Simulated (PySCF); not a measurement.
**Run report: TaNH2O2, frequency calculation**

The run: frequency calculation of TaNH2O2. Method and program: RKS-based PBE0, Ta def2-TZVP with ECP60, N def2-TZVP, O def2-TZVP, H def2-TZVP; non-relativistic Hamiltonian with a scalar-relativistic core potential; density fitting (PySCF 2.14.0).

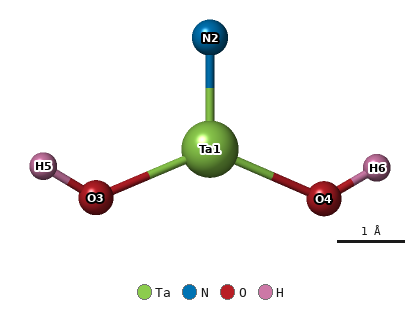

**Figure 1.** The input geometry (ball-and-stick view, seen at a tilt; atoms are numbered from 1 in the order of the input). Sticks mark near contacts. Bond lengths as drawn: H–O 0.96 Å, N–Ta 1.69 Å and O–Ta 1.95 Å.

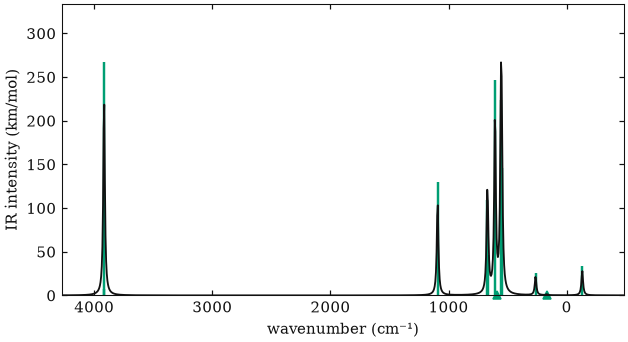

**Figure 2.** Harmonic infrared spectrum, unscaled: sticks (degenerate modes added up, dark ones marked on the axis) with a Lorentzian envelope of 16 cm⁻¹ full width, scaled to the tallest stick; imaginary modes are drawn at negative wavenumbers. 12 modes from 132i to 3919 cm⁻¹, 1 imaginary beyond 8i (132i cm⁻¹): a first-order saddle point, if the geometry is stationary. The strongest line is at 3916 cm⁻¹ (267 km/mol). All modes, in cm⁻¹ (km/mol): 132i (34), 169 (1.2), 264 (25), 550 (146), 556 (224), 592 (0.0), 607 (246), 667 (46), 672 (109), 1093 (130), 3916 (267), 3919 (7.2).

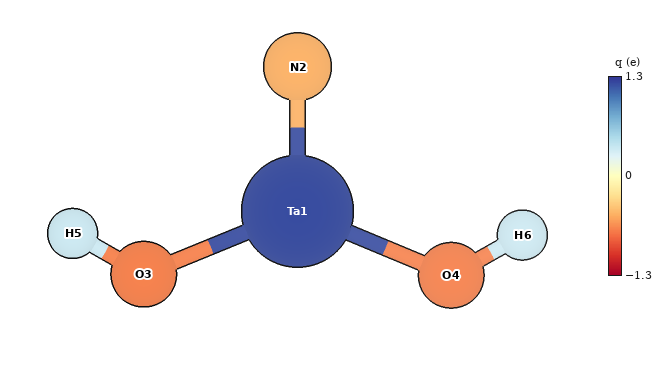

**Figure 3.** Mulliken charges, as the colour of each atom (ball-and-stick view, seen at a tilt; atoms are numbered from 1 in the order of the input; Mulliken charges depend strongly on the basis). By element: Ta +1.21, N −0.51, O −0.70 and H +0.35 e.

The input and output of the run follow.

The input
```python
from pyscf import gto, scf, dft
mol = gto.M(atom='''
Ta     0.000000    -0.000000     0.001330
N      0.000000    -0.000000     1.689786
O      1.773164    -0.323727    -0.739657
O     -1.773164     0.323727    -0.739657
H      2.593181    -0.473437    -0.267112
H     -2.593181     0.473437    -0.267112''',
    basis={'Ta': 'def2-TZVP', 'N': 'def2-TZVP', 'O': 'def2-TZVP', 'H': 'def2-TZVP'},
    ecp={'Ta': 'def2-TZVP'},
    charge=0, spin=0)
mf = dft.RKS(mol, xc='PBE0')
mf.grids.atom_grid = (75, 302)
aux = {'Ta': 'def2-universal-JKFIT', 'N': 'def2-universal-JKFIT', 'O': 'def2-universal-JKFIT', 'H': 'def2-universal-JKFIT'}
mf = mf.density_fit(auxbasis=aux)
mf.conv_tol = 1e-09
mf.diis_space = 10
mf.max_cycle = 60
mf.verbose = 4
mf.kernel()
```

The script is an equivalent of the set-up of the self-consistent field. The run itself was carried out by a driver, which started from the orbitals of the step before it where there was one and computed the further properties.

Launch command:
```bash
OMP_NUM_THREADS=4 python axn.py task.json out
```

Output
```
init E= -263.31927690657
  HOMO = -0.261442174557614  LUMO = -0.127635516717625  gap/eV = 3.64106
cycle= 1 E= -263.319276906569  delta_E= 9.09e-13  |g|= 1.78e-06  |ddm|= 2.18e-06
  HOMO = -0.261441952889771  LUMO = -0.127635741973215  gap/eV = 3.64105
Extra cycle  E= -263.319276906563  delta_E= 6.14e-12  |g|= 5.52e-06  |ddm|= 3.42e-06
converged SCF energy = -263.319276906563
```

Results in brief

| quantity | value |
| --- | --- |
| outcome | converged |
| total energy | −263.319277 hartree |
| HOMO | −7.11 eV |
| LUMO | −3.47 eV |
| zero-point energy | 0.029625 hartree |
| dipole moment | 2.39 D |
| wavenumbers, lowest and highest | 132i and 3919 cm⁻¹ |
| hardware | 4 threads of Intel Xeon (Granite Rapids), 32 GiB of memory available, shared host |
| wall time | 87 s (CPU time 4.9 min) |
| peak memory | 1.9 GiB |
